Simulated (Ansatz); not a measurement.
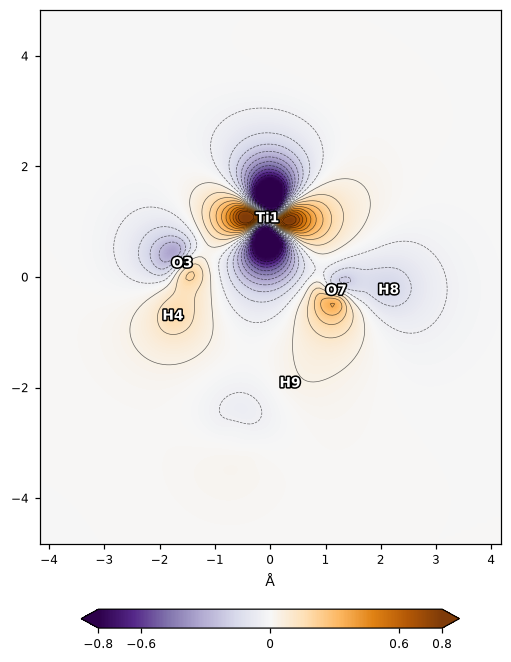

Figure 1: ClFH$_{2}$O$_{2}$Ti···HCl. One frontier orbital on the plane of atoms O3, Ti1 and O7 (values in Å⁻³ᐟ²; the overall sign is arbitrary).

All numbers below come from RKS B3LYP/def2-SVP (Ansatz).

Input file:

```
crystal:
  periodic: [false, false, false]
  atoms:
    - { symbol: Ti, position_ang: [0.02191, 0.647287, -0.391891] }
    - { symbol: Cl, position_ang: [1.154575, -0.911366, 2.618621] }
    - { symbol: O, position_ang: [1.414977, -0.406581, -0.586593] }
    - { symbol: H, position_ang: [1.779847, -1.011881, 0.077442] }
    - { symbol: Cl, position_ang: [-0.368545, 1.654182, -2.314314] }
    - { symbol: F, position_ang: [-1.368306, -0.244365, 0.153264] }
    - { symbol: O, position_ang: [0.402468, 1.904659, 0.940793] }
    - { symbol: H, position_ang: [1.123545, 2.543513, 0.87471] }
    - { symbol: H, position_ang: [0.842628, 0.380051, 2.470267] }
basis:
  gaussian: { orbitals: def2-SVP }
hamiltonian:
  xc: b3lyp
relax:
  f_tol: 0.03
  max_steps: 50
output:
  orbitals: {}
```

Run with:

```sh
ansatz run input.yaml --threads 4 --pin off --max-ram 5120MiB --backend cpu --events-out ev --progress --plain --runs-dir out
```

The fields are those of the run's last geometry, not of the input's.

> Which orbital is it: HOMO or LUMO?

The LUMO, at −2.93 eV. It lies mainly on Ti1 (about 75 %).
